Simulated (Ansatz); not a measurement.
# AlClH3NSSi: shift of H8 from Al5 to N4, part 2 of 2

How high is the barrier for the shift of H8 from Al5 to N4? Relax the two ends, then run a nudged elastic band between them. SMILES of the start: S[Si]1(Cl)[NH][AlH]1.

Ansatz 0.2.0; RKS PBE-D4/def2-SVP.

**7. What the band shows**

Images 0 and 8 are the ends. Energies count from image 0; the path length is the program's own measure over all atoms.

| image | path (Å) | energy (eV) | H8–Al5 (Å) | H8–N4 (Å) | band force (eV/Å) |
| --- | --- | --- | --- | --- | --- |
| 0 | 0.000 | 0.0000 | 1.60 | 3.16 | - |
| 1 | 1.394 | 0.1268 | 1.59 | 3.18 | 0.007 |
| 2 | 2.787 | 0.3150 | 1.61 | 3.27 | 0.043 |
| 3 | 4.175 | 0.1869 | 1.57 | 2.84 | 0.032 |
| 4* | 5.562 | 2.1120 | 1.65 | 1.56 | 0.028 |
| 5 | 7.277 | 0.3336 | 2.51 | 1.03 | 0.015 |
| 6 | 8.992 | 0.1748 | 2.73 | 1.03 | 0.006 |
| 7 | 10.707 | 0.0547 | 2.74 | 1.03 | 0.007 |
| 8 | 12.421 | -0.0958 | 2.66 | 1.03 | - |

The star marks the climbing image.

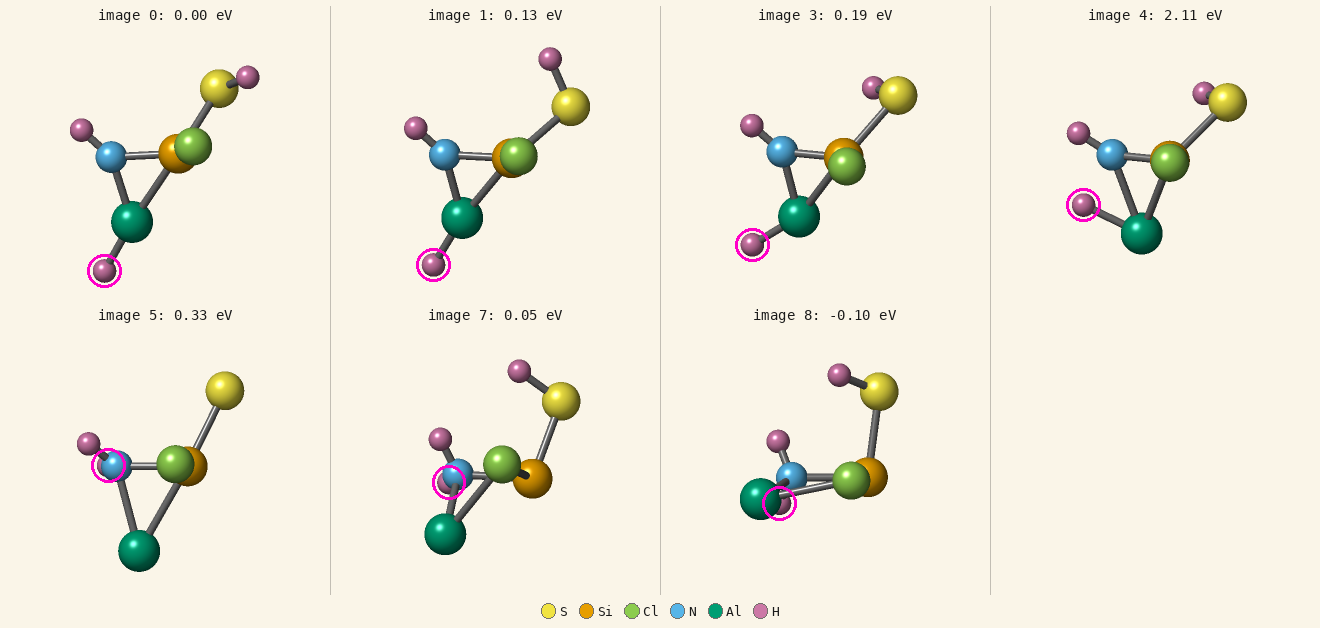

Snapshots along the band, viewed from a free direction. Ringed: H8. Sticks join atoms closer than a bonding distance in each image.

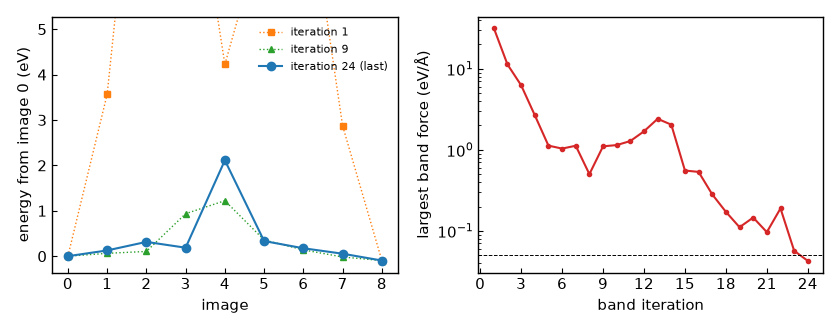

Left: energy of each image for early iterations and the last one (lines only join the points; early values far above the last band run off the scale). Right: the largest band force by iteration, with the threshold dashed.

The top of the band by iteration:

```csv
iteration,highest image above image 0 (eV),largest band force (eV/Å)
1,11.8594,31.807
3,2.4130,6.272
5,1.4861,1.129
7,1.4840,1.125
9,1.2228,1.106
11,1.2693,1.286
13,1.6322,2.418
15,2.2270,0.556
17,2.1342,0.282
19,2.1198,0.111
21,2.1142,0.097
23,2.1124,0.057
24,2.1120,0.043
```

The band as a trajectory file:

```xyz
8
image=0 dE=0.0000
S    -1.966   -0.181    1.343
Si   -0.061    0.337    0.447
Cl    1.237    0.683    2.074
N     0.497   -0.851   -0.737
Al    0.495    0.631   -1.791
H    -1.607    0.243    2.586
H     0.668   -1.861   -0.657
H     0.831    0.942   -3.320
8
image=1 dE=0.1268
S    -1.905    0.554    1.474
Si    0.038    0.495    0.506
Cl    1.514    0.795    1.971
N     0.499   -0.821   -0.597
Al    0.395    0.554   -1.778
H    -1.912   -0.645    2.114
H     0.777   -1.794   -0.421
H     0.686    0.803   -3.324
8
image=2 dE=0.3150
S    -1.473    0.305    2.123
Si   -0.065    0.347    0.454
Cl    1.495    0.918    1.763
N     0.575   -0.952   -0.603
Al    0.386    0.391   -1.825
H    -2.698   -0.117    1.706
H     1.077   -1.823   -0.366
H     0.796    0.874   -3.308
8
image=3 dE=0.1869
S    -1.527    0.362    1.996
Si    0.163    0.545    0.672
Cl    1.793    0.963    1.918
N     0.347   -0.745   -0.480
Al    0.313    0.656   -1.652
H    -2.195   -0.335    1.032
H     0.535   -1.751   -0.418
H     0.664    0.248   -3.125
8
image=4 dE=2.1120
S    -1.543    0.467    1.807
Si    0.214    0.522    0.554
Cl    1.824    0.772    1.870
N     0.265   -0.702   -0.622
Al    0.303    1.183   -1.766
H    -2.245   -0.235    0.874
H     0.505   -1.693   -0.708
H     0.769   -0.372   -2.065
8
image=5 dE=0.3336
S    -1.549    0.022    1.781
Si   -0.025    0.739    0.398
Cl    1.711    0.690    1.634
N     0.521   -0.588   -0.804
Al    1.081    1.327   -1.814
H    -2.517    0.055    0.823
H     1.013   -1.451   -0.526
H    -0.143   -0.851   -1.548
8
image=6 dE=0.1748
S    -1.952    0.599    1.104
Si    0.082    0.944    0.406
Cl    1.505    0.179    1.809
N     0.409   -0.399   -0.907
Al    1.440    1.292   -1.768
H    -1.861   -0.738    1.352
H     0.898   -1.257   -0.610
H    -0.429   -0.676   -1.441
8
image=7 dE=0.0547
S    -2.014    0.258    1.282
Si   -0.388    1.188    0.150
Cl    1.535    0.607    1.403
N     0.272   -0.263   -0.947
Al    2.134    0.719   -1.088
H    -1.500   -0.996    1.447
H     0.325   -1.187   -0.486
H    -0.272   -0.382   -1.817
8
image=8 dE=-0.0958
S    -1.874   -0.119    1.348
Si   -0.722    1.226    0.027
Cl    1.337    1.226    1.303
N     0.194   -0.146   -1.004
Al    2.244   -0.135   -0.505
H    -0.911   -1.051    1.617
H    -0.231   -1.072   -0.825
H     0.055    0.014   -2.017
```

**8. Frequencies at the highest image**

The geometry is the highest inner image of the first converged band.

input.yaml reads:

```yaml
crystal:
  periodic: [false, false, false]
  atoms:
    - { symbol: S, position_ang: [-1.543114, 0.46731, 1.807009] }
    - { symbol: Si, position_ang: [0.214079, 0.522253, 0.553599] }
    - { symbol: Cl, position_ang: [1.82362, 0.772291, 1.870029] }
    - { symbol: "N", position_ang: [0.26528, -0.702203, -0.621513] }
    - { symbol: Al, position_ang: [0.302965, 1.183448, -1.76561] }
    - { symbol: H, position_ang: [-2.245325, -0.235249, 0.873914] }
    - { symbol: H, position_ang: [0.505482, -1.692777, -0.708162] }
    - { symbol: H, position_ang: [0.769212, -0.372172, -2.065165] }
basis:
  gaussian: { orbitals: def2-SVP }
hamiltonian:
  xc: pbe
  dispersion: d4
phonons: {}
```

Launch:

```
> ansatz run input.yaml --threads 2 --pin off --max-ram 3072MiB --backend cpu --events-out ev --progress --plain --runs-dir out
```

Standard output, cut to the lines that bear on the results:

```text
Warning: RAYON_NUM_THREADS=2 ignored (pool sized by the plan → 2); use --threads N
[...]
Functional definition: PBE
[...]
1135 factors; their error is unknown
[...]
mean field -39339.35734114 eV, -1445.6947171128 hartree, gradient 3.3e-5 eV, S^2 0.000000; 0 other end points of the search recorded, 0 dependent functions left out
[...]
reference -39339.35737765 eV, -1445.6947184547 hartree; 35, 35 occupied and 66, 66 virtual orbitals, 1135 factors
[...]
1135 factors; their error is unknown
[...]
WARN: phonons: modes at or below zero, which the zero-point energy, F, S and C_V leave out: 1, the lowest at -1200.80 cm⁻¹. A minimum has none, and a first-order saddle one
[...]
Atom 4 at     0.302965     1.183448    -1.765610 Å, force    -0.005989     0.013989    -0.004416 eV/Å
Atom 5 at    -2.245325    -0.235249     0.873914 Å, force    -0.003241     0.006429    -0.001071 eV/Å
Atom 6 at     0.505482    -1.692777    -0.708162 Å, force    -0.001664    -0.001602    -0.015565 eV/Å
Atom 7 at     0.769212    -0.372172    -2.065165 Å, force     0.005355    -0.010706    -0.000424 eV/Å
Dipole moment:    -0.152590    -0.217876    -0.406984 e Å
Vibrations: -1200.80 62.49 89.17 144.05 176.59 200.53 291.79 327.71 355.89 497.90 542.72 552.57 694.07 851.69 936.92 1802.20 2620.17 3519.05 cm⁻¹, zero-point energy 0.847154 eV
```

Wall time 61 s (2 threads of Arm Neoverse V1, shared host); peak memory 0.14 GiB.

Of 18 modes, 1 is imaginary by more than 30 cm⁻¹ (1201i cm⁻¹).

**9. Dynamics from the top**

It starts at the highest inner image of the first converged band: 200 steps of 0.5 fs at constant energy, with velocities drawn for 300 K.

Changes to input.yaml since step 8:

```diff
@@ -16,2 +16,8 @@
   dispersion: d4
-phonons: {}
+md:
+  timestep: 0.5
+  n_steps: 200
+  ensemble: nve
+  temperature: 300.0
+  initial_velocities: maxwell_boltzmann
+  seed: 8718
```

Launch:

```
> ansatz run input.yaml --threads 2 --pin off --max-ram 3072MiB --backend cpu --events-out ev --progress --plain --runs-dir out
```

Standard output, cut to the lines that bear on the results:

```text
Warning: RAYON_NUM_THREADS=2 ignored (pool sized by the plan → 2); use --threads N
[...]
[... 1 set-up line as earlier in the session ...]
[...]
1135 factors; their error is unknown
[...]
mean field -39339.35734114 eV, -1445.6947171128 hartree, gradient 3.3e-5 eV, S^2 0.000000; 0 other end points of the search recorded, 0 dependent functions left out
[...]
reference -39339.35737765 eV, -1445.6947184547 hartree; 35, 35 occupied and 66, 66 virtual orbitals, 1135 factors
[...]
md step    45: t =    22.50 fs  T =   874.7 K  F+E_penalty+E_count = -39340.08324060 eV  E_kin = 0.678402 eV  conserved = -39339.40483842 eV  (29 SCF iters, 3 dispersion substeps)
[...]
md step    60: t =    30.00 fs  T =  1720.1 K  F+E_penalty+E_count = -39340.74839481 eV  E_kin = 1.334069 eV  conserved = -39339.41432569 eV  (30 SCF iters, 3 dispersion substeps)
md step    61: t =    30.50 fs  T =  1989.2 K  F+E_penalty+E_count = -39340.96288404 eV  E_kin = 1.542767 eV  conserved = -39339.42011741 eV  (30 SCF iters, 3 dispersion substeps)
```

**10. The log goes on: dynamics from the highest image of the converged band**

Output, continued, cut to the lines that bear on the results:

```text
md step    62: t =    31.00 fs  T =  2067.8 K  F+E_penalty+E_count = -39341.02139305 eV  E_kin = 1.603682 eV  conserved = -39339.41771121 eV  (31 SCF iters, 3 dispersion substeps)
[...]
md step    81: t =    40.50 fs  T =  1273.8 K  F+E_penalty+E_count = -39340.38790417 eV  E_kin = 0.987931 eV  conserved = -39339.39997319 eV  (29 SCF iters, 3 dispersion substeps)
[...]
md step   119: t =    59.50 fs  T =  1764.4 K  F+E_penalty+E_count = -39340.78792537 eV  E_kin = 1.368380 eV  conserved = -39339.41954558 eV  (30 SCF iters, 3 dispersion substeps)
[...]
md step   138: t =    69.00 fs  T =  1330.8 K  F+E_penalty+E_count = -39340.44227754 eV  E_kin = 1.032093 eV  conserved = -39339.41018473 eV  (30 SCF iters, 3 dispersion substeps)
md step   139: t =    69.50 fs  T =  1491.7 K  F+E_penalty+E_count = -39340.57185398 eV  E_kin = 1.156891 eV  conserved = -39339.41496299 eV  (30 SCF iters, 3 dispersion substeps)
```

**11. The log goes on: dynamics from the highest image of the converged band**

The log, continued, cut to the lines that bear on the results:

```text
md step   140: t =    70.00 fs  T =  1517.3 K  F+E_penalty+E_count = -39340.59617986 eV  E_kin = 1.176779 eV  conserved = -39339.41940095 eV  (30 SCF iters, 3 dispersion substeps)
[...]
md step   155: t =    77.50 fs  T =   579.0 K  F+E_penalty+E_count = -39339.85266934 eV  E_kin = 0.449067 eV  conserved = -39339.40360192 eV  (31 SCF iters, 3 dispersion substeps)
[...]
Atom 4 at     0.338805     1.525760    -2.080891 Å, force     0.066837    -0.351763     0.738189 eV/Å
Atom 5 at    -1.122168    -0.130592     2.908908 Å, force     0.481637    -0.350698     0.446485 eV/Å
Atom 6 at    -0.317806    -1.363294    -0.674184 Å, force     0.941566    -0.829314     0.773712 eV/Å
Atom 7 at     1.110362    -1.690147     0.534484 Å, force    -1.752862     1.022978    -1.923134 eV/Å
Dipole moment:    -0.085010    -0.013533    -0.584468 e Å
```

It took 6.9 min on 2 threads of Arm Neoverse V1, shared host; peak memory 0.15 GiB.

**12. The trajectory**

One step in 15; energies are changes from step 0:

```csv
time (fs),T (K),potential energy change (meV/atom),total energy change (meV/atom),H8–Al5 (Å),H8–N4 (Å)
0.0,300,0.0,0.00,1.65,1.56
7.5,197,10.0,0.04,1.71,1.53
15.0,972,-65.6,-0.47,1.76,1.10
22.5,875,-55.6,0.16,2.17,1.29
30.0,1720,-138.7,-1.02,2.58,0.93
37.5,1900,-155.8,-0.72,3.22,1.12
45.0,966,-64.3,0.24,3.83,1.27
52.5,1689,-136.2,-1.60,3.84,1.02
60.0,1594,-127.0,-1.56,3.91,0.95
67.5,756,-44.0,0.28,4.22,1.23
75.0,946,-62.7,-0.12,4.25,1.16
82.5,920,-59.8,0.30,4.07,0.90
90.0,1526,-119.8,-0.86,4.29,1.09
97.5,764,-44.6,0.36,4.36,1.24
100.0,1578,-124.5,-0.57,4.22,1.11
```

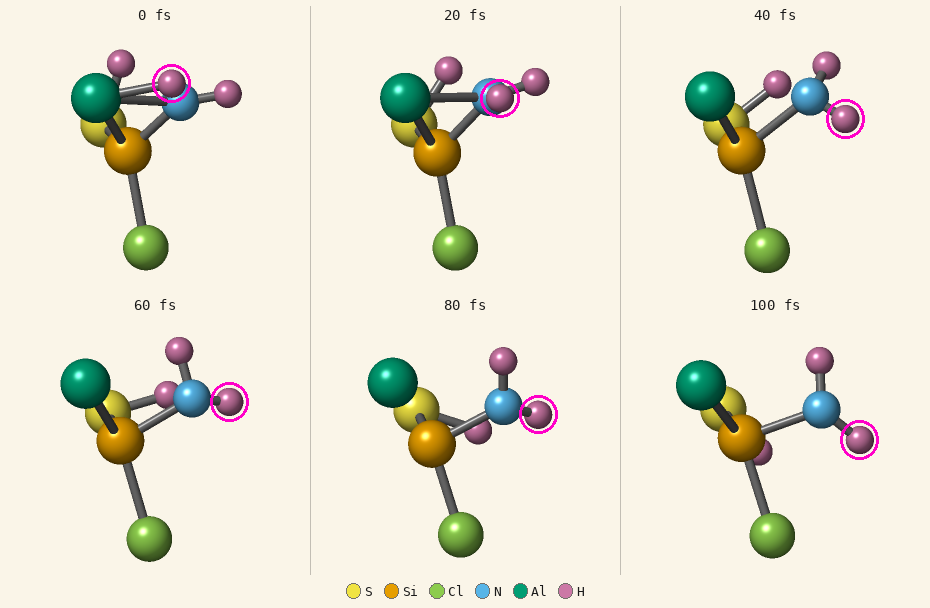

Six frames of the run, seen from a free direction. Sticks join atoms within a bonding distance in each frame.

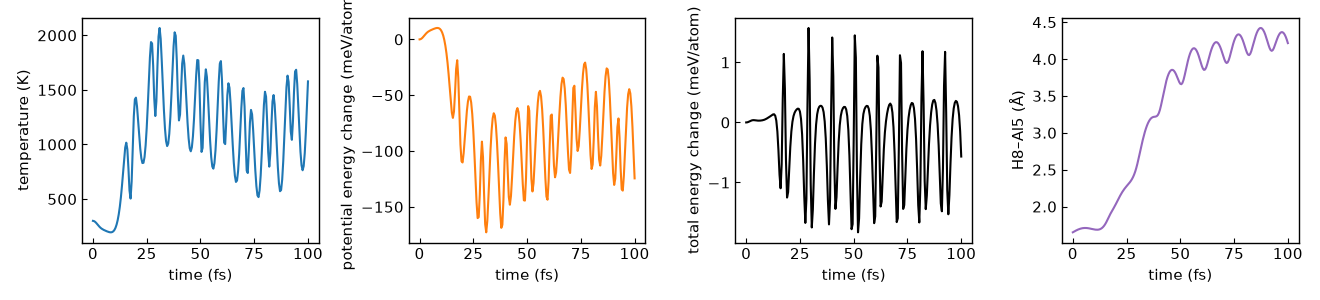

Time series of the run, each on its own scale.

Bonds that form or break, judged by distance (formed within 1.15 times the sum of covalent radii and held on average over 12 fs, broken when stretched by half; pairs already stretched at the start don't count as bonds):

```csv
time (fs),bond,event
15.0,N4–H8,forms
25.5,Al5–H8,breaks
54.0,N4–Al5,breaks
```

The last frame stands with a bonding of neither end.

**13. A trajectory let go at the top**

It starts at the highest inner image of the first converged band: 200 steps of 0.5 fs at constant energy, with velocities drawn for 100 K.

Changes to input.yaml since step 9:

```diff
@@ -20,4 +20,4 @@
   ensemble: nve
-  temperature: 300.0
+  temperature: 100.0
   initial_velocities: maxwell_boltzmann
-  seed: 8718
+  seed: 8719
```

Launch:

```
> ansatz run input.yaml --threads 2 --pin off --max-ram 3072MiB --backend cpu --events-out ev --progress --plain --runs-dir out
```

Standard output, cut to the lines that bear on the results:

```text
Warning: RAYON_NUM_THREADS=2 ignored (pool sized by the plan → 2); use --threads N
[...]
[... 1 set-up line as earlier in the session ...]
[...]
1135 factors; their error is unknown
[...]
mean field -39339.35734114 eV, -1445.6947171128 hartree, gradient 3.3e-5 eV, S^2 0.000000; 0 other end points of the search recorded, 0 dependent functions left out
[...]
reference -39339.35737765 eV, -1445.6947184547 hartree; 35, 35 occupied and 66, 66 virtual orbitals, 1135 factors
[...]
md step    45: t =    22.50 fs  T =   881.7 K  F+E_penalty+E_count = -39340.24391469 eV  E_kin = 0.683776 eV  conserved = -39339.56013917 eV  (29 SCF iters, 3 dispersion substeps)
[...]
md step    59: t =    29.50 fs  T =  1317.1 K  F+E_penalty+E_count = -39340.58490610 eV  E_kin = 1.021481 eV  conserved = -39339.56342548 eV  (29 SCF iters, 3 dispersion substeps)
md step    60: t =    30.00 fs  T =  1150.6 K  F+E_penalty+E_count = -39340.45374063 eV  E_kin = 0.892377 eV  conserved = -39339.56136336 eV  (29 SCF iters, 3 dispersion substeps)
```

**14. The output, continued: dynamics from the highest image of the converged band**

The log, continued, cut to the lines that bear on the results:

```text
md step    61: t =    30.50 fs  T =  1003.1 K  F+E_penalty+E_count = -39340.33811866 eV  E_kin = 0.777945 eV  conserved = -39339.56017409 eV  (31 SCF iters, 3 dispersion substeps)
[...]
md step    80: t =    40.00 fs  T =  1466.5 K  F+E_penalty+E_count = -39340.69994167 eV  E_kin = 1.137333 eV  conserved = -39339.56260870 eV  (30 SCF iters, 3 dispersion substeps)
[...]
md step   118: t =    59.00 fs  T =  1499.8 K  F+E_penalty+E_count = -39340.73354229 eV  E_kin = 1.163148 eV  conserved = -39339.57039415 eV  (29 SCF iters, 3 dispersion substeps)
[...]
md step   137: t =    68.50 fs  T =  1039.7 K  F+E_penalty+E_count = -39340.37064360 eV  E_kin = 0.806341 eV  conserved = -39339.56430273 eV  (29 SCF iters, 3 dispersion substeps)
md step   138: t =    69.00 fs  T =  1262.0 K  F+E_penalty+E_count = -39340.54931690 eV  E_kin = 0.978774 eV  conserved = -39339.57054249 eV  (29 SCF iters, 3 dispersion substeps)
```

**15. The output, continued: dynamics from the highest image of the converged band**

Output, continued, cut to the lines that bear on the results:

```text
md step   139: t =    69.50 fs  T =  1376.5 K  F+E_penalty+E_count = -39340.63846811 eV  E_kin = 1.067560 eV  conserved = -39339.57090805 eV  (30 SCF iters, 3 dispersion substeps)
[...]
md step   154: t =    77.00 fs  T =   971.8 K  F+E_penalty+E_count = -39340.32118490 eV  E_kin = 0.753684 eV  conserved = -39339.56750104 eV  (30 SCF iters, 3 dispersion substeps)
[...]
Atom 4 at     0.411051     1.829001    -2.134146 Å, force    -0.106831    -0.551355     1.041223 eV/Å
Atom 5 at    -2.336953     1.376279     1.217757 Å, force     0.329818    -0.266938     0.179861 eV/Å
Atom 6 at    -0.287399    -1.862724    -0.347982 Å, force    -1.197188    -0.853001    -0.904098 eV/Å
Atom 7 at     0.810233    -1.904695     0.853692 Å, force     0.833666    -1.036456     1.237653 eV/Å
Dipole moment:    -0.155975     0.033558    -1.023452 e Å
```

It took 6.7 min on 2 threads of Arm Neoverse V1, shared host; peak memory 0.14 GiB.

**16. What the atoms did**

One step in 15; energies are changes from step 0:

```csv
time (fs),T (K),potential energy change (meV/atom),total energy change (meV/atom),H8–Al5 (Å),H8–N4 (Å)
0.0,100,0.0,0.00,1.65,1.56
7.5,150,-4.8,0.05,1.68,1.42
15.0,373,-25.7,0.77,1.85,0.91
22.5,882,-75.6,0.14,2.08,1.21
30.0,1151,-101.9,-0.02,2.46,1.18
37.5,1285,-115.1,-0.23,2.78,0.92
45.0,1895,-175.2,-1.19,3.08,1.04
52.5,1018,-88.8,0.26,3.59,1.23
60.0,1419,-128.4,-0.56,4.01,1.11
67.5,831,-69.9,0.98,4.15,0.90
75.0,1038,-91.3,-0.30,4.59,1.13
82.5,616,-49.8,0.21,4.89,1.22
90.0,1409,-128.2,-1.33,4.75,0.99
97.5,1119,-99.5,-0.68,4.72,0.93
100.0,1341,-121.7,-1.37,4.80,0.99
```

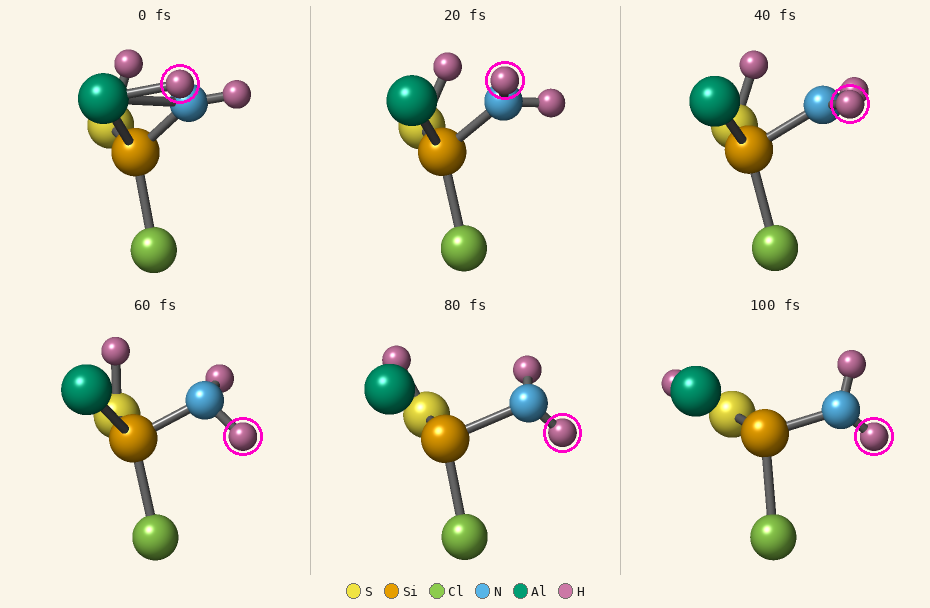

The system at six times, viewed from a free direction. Sticks join atoms within a bonding distance in each frame.

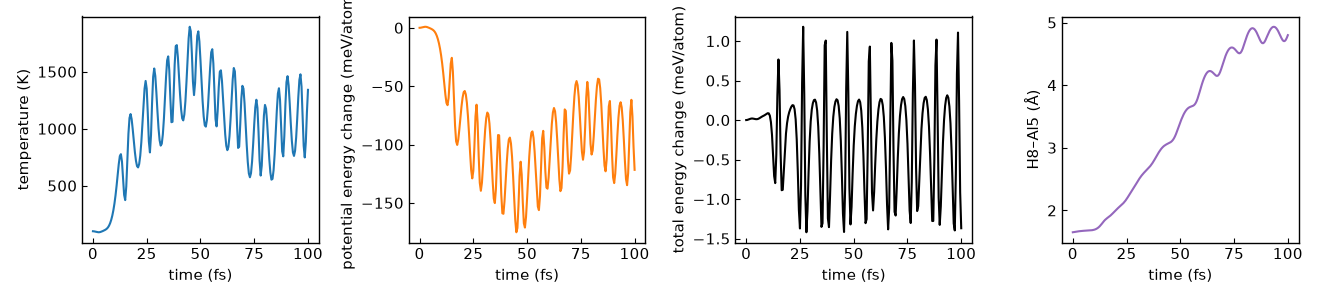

Time series of the run, each on its own scale.

Bonds that form or break, judged by distance (formed within 1.15 times the sum of covalent radii and held on average over 12 fs, broken when stretched by half; pairs already stretched at the start don't count as bonds):

```csv
time (fs),bond,event
12.0,N4–H8,forms
27.0,Al5–H8,breaks
41.5,N4–Al5,breaks
```

The last frame stands with a bonding of neither end.

**17. Results**

What follows sums up all 2 parts.

| quantity | value |
| --- | --- |
| end A | 23 moves, 1.083 eV lower |
| end B | 34 moves, 1.367 eV lower |
| barrier forwards | 2.11 eV |
| barrier backwards | 2.21 eV |
| second end relative to first | -0.096 eV |
| highest image | 4 of 0 to 8, climbing |
| band iterations | 24 |
| imaginary modes at the top | 1201i cm⁻¹ |
| trajectory at 300 K, after 100 fs | with a bonding of neither end, at 1578 K |
| trajectory at 100 K, after 100 fs | with a bonding of neither end, at 1341 K |

**Reading.** Along this path the system climbs 2.11 eV from the first end (82 kT at 300 K). Going back costs 2.21 eV, since the second end is 0.096 eV below the first. By distance, end A alone has Si2–Al5, Al5–H8 and end B alone has Cl3–Al5, N4–H8. One imaginary mode, as a first-order saddle point has. Zero-point energy and entropy are left out. Tunnelling, which matters where hydrogen moves, is missing too. Semilocal functionals tend to give barriers that are too low.
